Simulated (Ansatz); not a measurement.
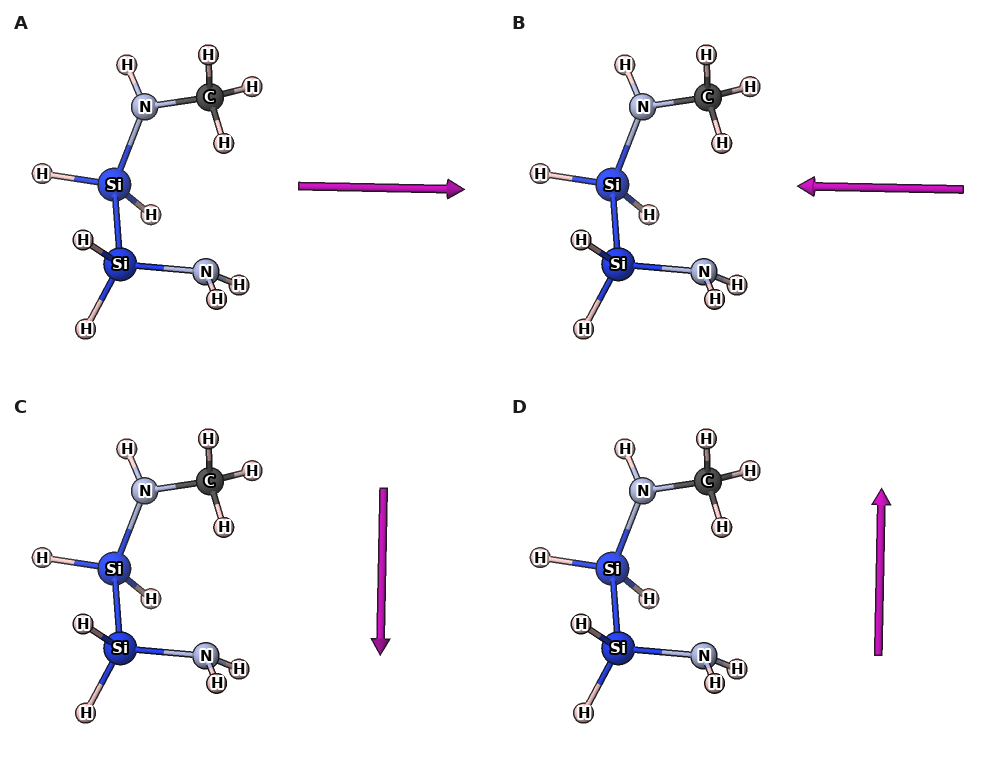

The same molecule four times, each with an arrow. The geometry was computed by an optimisation with PBE-D4/def2-SVP. No frequency run is at hand to confirm it as a minimum. Method: RKS PBE-D4/def2-SVP (Ansatz 0.2.0).

**Which arrow points along the dipole moment, from the negative to the positive end?**

A. The dipole moment is 1.40 D.
